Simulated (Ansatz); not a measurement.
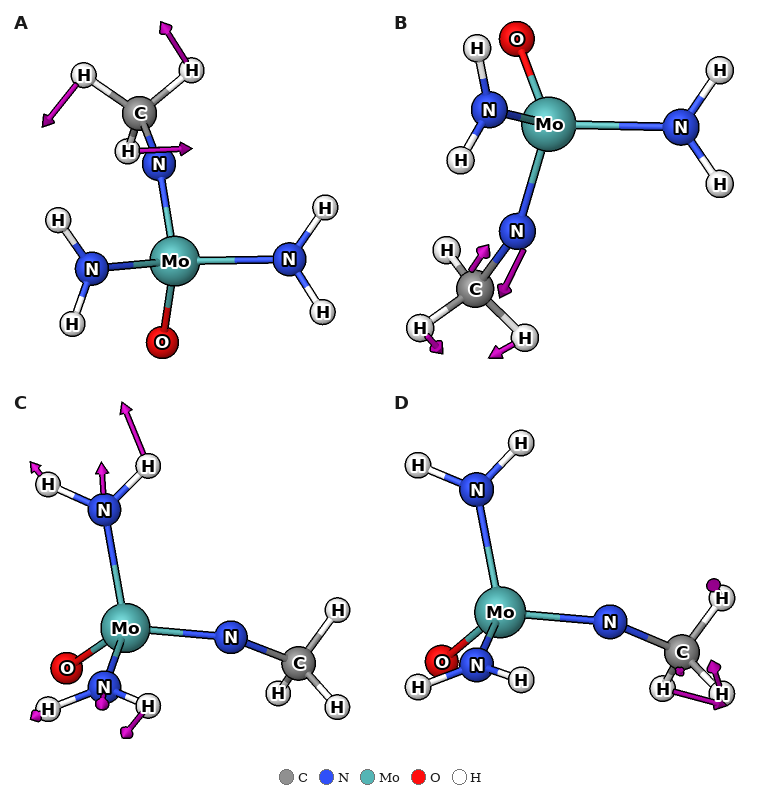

4 normal modes of one molecule or complex, as arrows. Charge 0, singlet. Harmonic vibrations computed with RKS PBE0-D4/def2-TZVP, core potentials on Mo (Ansatz 0.2.0) at a stationary point of the same level.

Match the panels to the wavenumbers 88 cm⁻¹, 697 cm⁻¹, 1107 cm⁻¹, 1330 cm⁻¹.

A: 88 cm⁻¹, a torsion or out-of-plane motion in which bond lengths and bond angles hardly change
B: 1330 cm⁻¹, C–N stretching
C: 697 cm⁻¹
D: 1107 cm⁻¹, H–C–N bending
